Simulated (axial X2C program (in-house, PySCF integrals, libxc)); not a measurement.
# TiCl: relativistic diatomic calculation

System: TiCl, single determinant with M_S = 3/2 and |Λ| = 3.
Method: HF, spin-free X2C-1e, Ti dyall-v3z, Cl dyall-v3z (cores contracted) (axial X2C program (in-house, PySCF integrals, libxc)).

**Log**
```
spin-free X2C-1e  HF
basis functions 155  fitting functions 936  grid points 5081
iter        total energy     max residual
   1      -1313.759489656     1.63e-01
   2      -1313.784599190     1.99e-02
   3      -1313.788502529     1.06e-02
   4      -1313.789955693     8.47e-03
   5      -1313.791580479     6.42e-03
   6      -1313.792860137     3.31e-03
   7      -1313.793252426     1.08e-03
   8      -1313.793299451     2.76e-04
   9      -1313.793303499     5.94e-05
  10      -1313.793303626     3.96e-05
  11      -1313.793303652     1.46e-05
  12      -1313.793303658     4.44e-06
  13      -1313.793303659     1.41e-06
converged
one-electron -1982.36477152  Coulomb 650.03877464  exact exchange -69.23328322  xc functional 0.00000000  nuclear repulsion 87.76597645
```

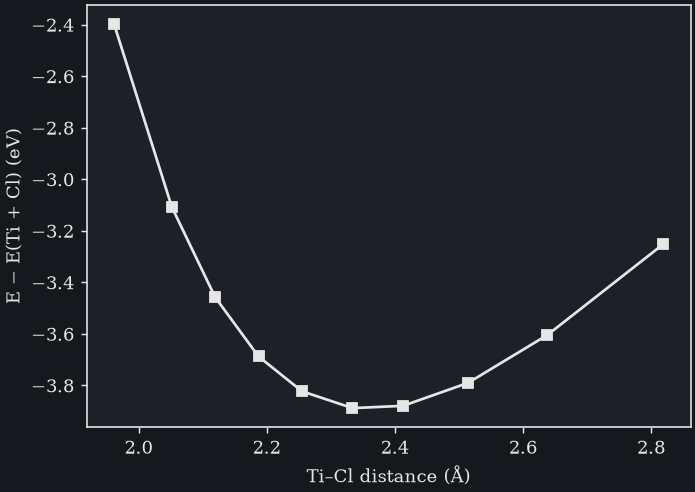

**Figure 1.** Energy at 10 bond lengths, for one set of occupations held fixed; the line joins the points. A polynomial of degree 6 through 9 points gives rₑ = 2.362 Å, ωₑ = 378.4 cm⁻¹, ωₑxₑ = 1.3 cm⁻¹ and Bₑ = 0.1495 cm⁻¹. The minimum lies 3.89 eV below Ti + Cl, each computed as one determinant at the same level.

**The input**
```
{"zs": [22, 17], "q": 0, "bas": ["dyall-v3z", "dyall-v3z"], "levels": ["PBE0", "HF", "BLYP", "B3LYP"], "cc": false, "r0": 2.35, "npts": 10, "nst": 2, "ntry": 6, "opt": {"ecut": 1.0}}
```

The line is the task of a batch: nuclear charges, charge, bases, the levels to run, a first guess of the distance and further settings. This report covers HF without spin-orbit coupling. The log is that of the reference distance 2.255 Å.

The run was one of a batch that the task file lists, launched with:
```bash
python <driver script> task.json out
```

**Outcome**

| quantity | value |
| --- | --- |
| outcome | converged |
| bond length rₑ | 2.362 Å |
| ωₑ | 378.4 cm⁻¹ |
| energy at the minimum | −1313.79586 hartree |
| depth below the fragments | 3.89 eV |
| largest ⟨S²⟩ along the curve | 3.76 |
| hardware | 1 CPU thread, shared host |
| wall time | 3.6 s |

**What is odd here**

One thing in this input was made odd on purpose: few virtuals (ecut = 1.0). The program ran to the end. Its numbers are those of the input as typed; this run alone doesn't show how far the oddity moves them. Hartree–Fock lacks correlation, so it usually binds too weakly.
